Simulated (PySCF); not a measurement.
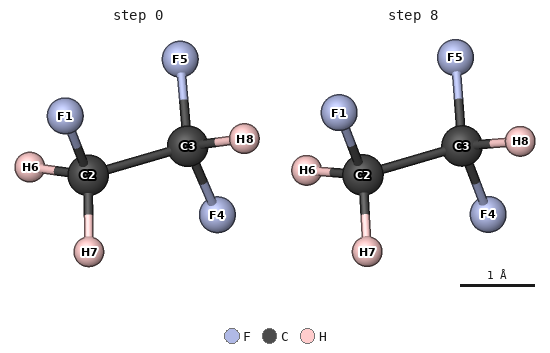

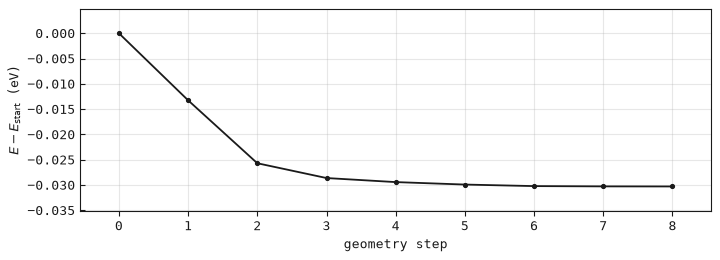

First and last geometry of a relaxation of C₂H₃F₃, with the history of the run. Style: ball-and-stick. Shown at a tilt.

The start comes from MMFF94s.

Theory: PBE0-D3(BJ)/def2-SVP geometry optimisation, gas phase in PySCF. 

What do the curves and the structures tell?

It converged. The atom that moves furthest after the best rigid fit is H6 (0.064 Å). Largest moves by element: H 0.064 Å, F 0.060 Å, C 0.011 Å. Some distances before and after: C2–H6 1.093 → 1.103 Å, C3–F4 1.358 → 1.351 Å. Bond angles that change, for instance: C3–C2–H6 111.0° → 108.7°, F1–C2–H6 107.9° → 110.1°. After 8 geometry steps the energy has fallen by 0.030 eV.

```json
{"step": "0", "E − E(0), eV": "0.0000"}
{"step": "1", "E − E(0), eV": "-0.0133"}
{"step": "2", "E − E(0), eV": "-0.0257"}
{"step": "3", "E − E(0), eV": "-0.0286"}
{"step": "4", "E − E(0), eV": "-0.0294"}
{"step": "5", "E − E(0), eV": "-0.0299"}
{"step": "6", "E − E(0), eV": "-0.0302"}
{"step": "7", "E − E(0), eV": "-0.0303"}
{"step": "8", "E − E(0), eV": "-0.0303"}
```
